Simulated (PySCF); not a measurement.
# HfN12 (charge +4): what the fields show

Input

```
mol = gto.M(atom='''
Hf    -0.00000     0.00000     0.00000
N      0.00000     0.00000     2.31460
N      0.00000     0.00000     3.43904
N     -0.00000    -0.00000    -2.31460
N     -0.00000    -0.00000    -3.43904
N      2.31460    -0.00000    -0.00000
N      3.43904    -0.00000    -0.00000
N      0.00000     2.31460    -0.00000
N      0.00000     3.43904    -0.00000
N     -2.31460     0.00000     0.00000
N     -3.43904     0.00000     0.00000
N     -0.00000    -2.31460     0.00000
N     -0.00000    -3.43904     0.00000''',
    basis={'Hf': 'def2-SVP', 'N': 'def2-SVP'},
    ecp={'Hf': 'def2-SVP'},
    charge=4, spin=0)
mf = dft.RKS(mol, xc='B88,P86')
mf.grids.atom_grid = (75, 302)  # f atoms: at least (60, 302), unpruned
mf = mf.density_fit()  # Hf def2-universal-JKFIT, N def2-universal-JKFIT
mf.conv_tol = 1e-09; mf.max_cycle = 55
mf.kernel(dm0)
```

Command:

```sh
OMP_NUM_THREADS=4 python run.py
```

Core potentials replace the inner electrons of Hf.

Level of theory: RKS BP86, Hf def2-SVP with ECP60, N def2-SVP; non-relativistic Hamiltonian with scalar-relativistic core potentials where named; density fitting (PySCF).

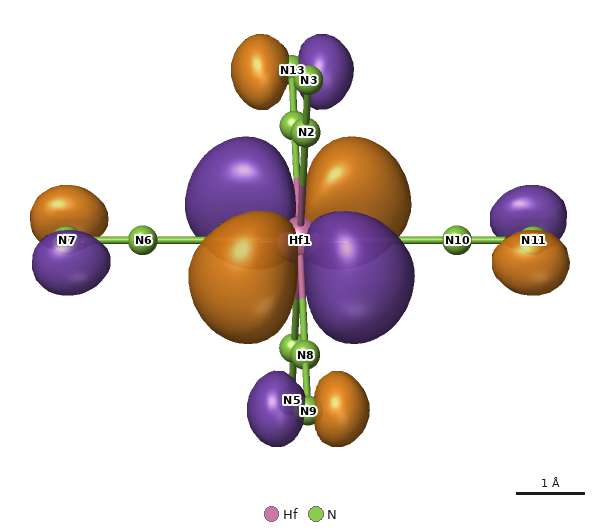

Figure 1. The LUMO at ±0.1 Å⁻³ᐟ² (orange and purple are the two phases), seen across its widest extent.

### Where does this orbital lie, and at what energy?

By Hirshfeld shares it lies mainly on Hf1 (about 70 %); it is gerade (even under inversion). It is one of a degenerate set, so its orientation is arbitrary. Its energy is −24.97 eV.

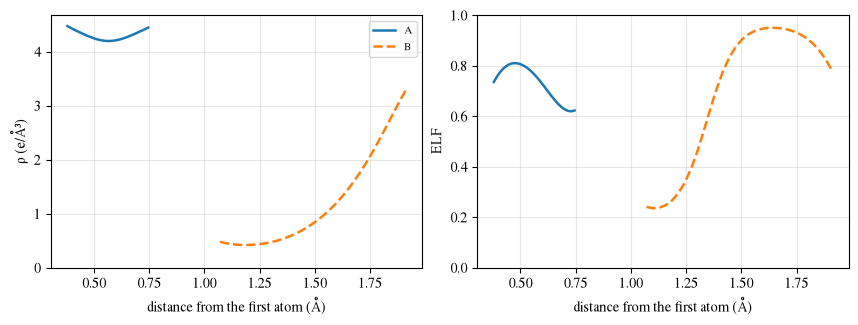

Figure 2. Electron density and electron localisation function along straight lines between neighbouring atoms. The curves leave out the atomic cores.

### Which curve belongs to which contact (Hf–N and N–N)? The first atom named is at distance zero.

Curve A: N–N (1.12 Å): the density is about 4.2 e/Å³ at the midpoint; the ELF peaks at about 0.80 between the atoms: a short, multiple covalent bond. Curve B: Hf–N (2.31 Å): ρ is about 0.42 e/Å³ halfway; the ELF peaks at about 0.95 in the valence shell of N, 0.7 Å from its nucleus, and is about 0.25 at the midpoint.

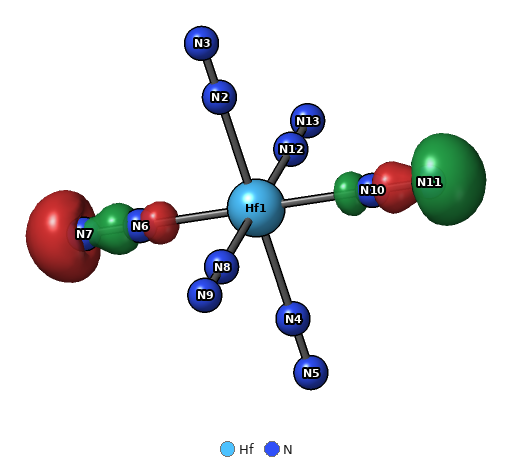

Figure 3. The HOMO at ±0.2 Å⁻³ᐟ² (green and red are the two phases), seen at a tilt.

### What is the character of this orbital?

Its weight (Hirshfeld) is mainly on N7 (about 40 %) and N11 (about 40 %); it is ungerade (odd under inversion); largely a combination of lone pairs on N7 and N11. It is one of a degenerate set, so its orientation is arbitrary. Its energy is −28.26 eV.
